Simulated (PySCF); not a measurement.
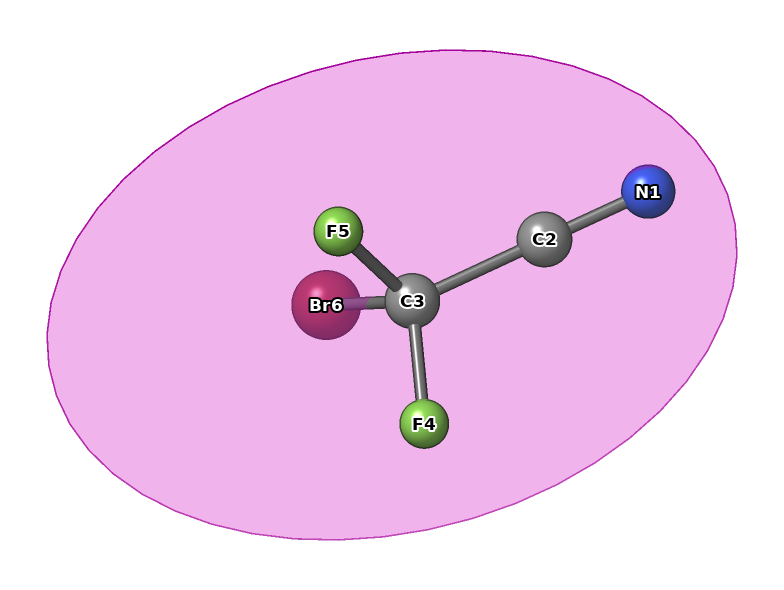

A disc through the centre of mass is drawn in. Distant atoms are faded towards the background colour. The computed structure is the end point of a PBE0-D3(BJ)/def2-SVP optimisation. No frequency run is at hand to confirm it as a minimum.

Question: Is the plane of the disc a mirror plane of the structure?

Answer: No. The point group is Cs, with 1 mirror plane, and this plane isn't one of its mirror planes.
